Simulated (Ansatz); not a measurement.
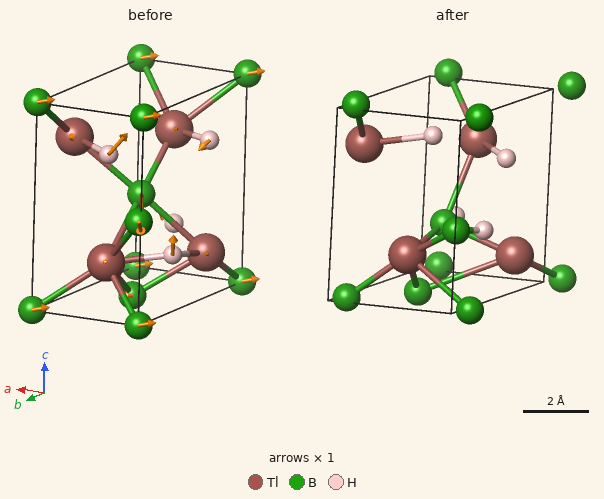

The structure of solid TlBH (a generated structure, set up in P1) (coarse preliminary run) before (left) and after (right) a relaxation, at one scale. The orange arrows give the displacements (the part carried along by the change of the cell is left out), at their true length.

Style: ball-and-stick. Shown: the cell of the calculation, from a free direction.

The calculation used DFT PBE, scalar-relativistic, plane waves, PAW (Ansatz 0.2.0). Settings: plane-wave cutoff 420 eV; k-point mesh 6 × 4 × 4; occupations gaussian; smearing width 0.1 eV; no spin polarisation; cell and atoms relaxed; force threshold 0.015 eV/Å; at most 120 steps.

Q: Summarise the run.

A: The run was cut off at its time limit before the relaxation converged, so the last structure is only a point on the way. An H atom moves most relative to the cell: 1.03 Å along [−1 −3 2]. Largest moves by element: H 1.03 Å, B 1.00 Å, Tl 0.31 Å. The volume changes by +0.8 %, with a 3.859 → 4.498 Å (+16.6 %), b 6.602 → 6.104 Å (−7.6 %), c 6.690 → 6.341 Å (−5.2 %), α 89.7° → 84.1°, β 91.7° → 96.9°, γ 91.7° → 93.4°. Among the contacts that change: B–H 2.523 → 1.179 Å, B–H 2.567 → 1.255 Å, B–Tl 2.904 → 4.132 Å, B–B 3.260 → 2.291 Å. New bonds form: B–H (2.52 → 1.18 Å). Bonds break: B–Tl (2.76 → 3.64 Å). Bond angles that change, for instance: B–Tl–H 136.8° → 99.9°, B–Tl–B 74.2° → 109.1°, Tl–B–Tl 177.5° → 149.4°. The space group stays P1 (No. 1). Over 10 geometry steps the energy falls by 585 meV per atom. Largest force component: 0.85 eV/Å at the start, 2.2 eV/Å at the end. The pressure goes from −1.13 to 0.16 GPa. Cost: 5.4 min on 1 thread of Intel(R) Xeon(R) Platinum 8488C (Sapphire Rapids), on a shared host, peak memory 0.62 GiB.
